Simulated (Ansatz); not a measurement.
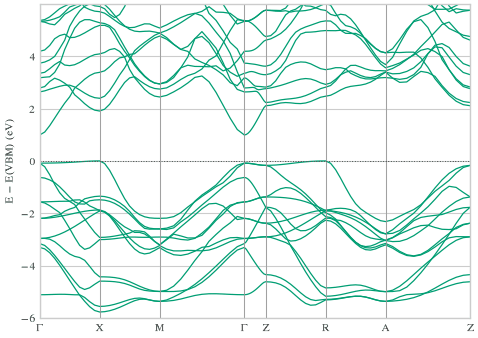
Fig. 1. Band structure from PBE in the plane-wave PAW code Ansatz

Task: Read off the gap and where the band edges lie.

Result: About 1.0 eV (0.99 eV by a search for the band edges); maximum at X, minimum at Γ.

Task: Pick the material that matches.
A. Zn4TeS3, P-4m2 (Pearson symbol tP8)
B. AlGa3As4, P-4m2 (Pearson symbol tP8)
C. Si3Ge, P-4m2 (Si on 2g, Si on 1a, Ge on 1c)
D. Ba2Ti2N3F3, P-4m2 (Pearson symbol tP10)

Result: A, Zn4TeS3, P-4m2 (Pearson symbol tP8)

The start of the workflow was typed in or built on a structure type; neither database checked (COD, Materials Project) lists it. Whether it is the stable phase at ambient conditions was not checked. Symmetry was held in the PBE relaxation; its stability against distortions is not shown here. Spin–orbit coupling is left out wherever it is not named.

Potentials: the earlier of the program's two PAW sets.
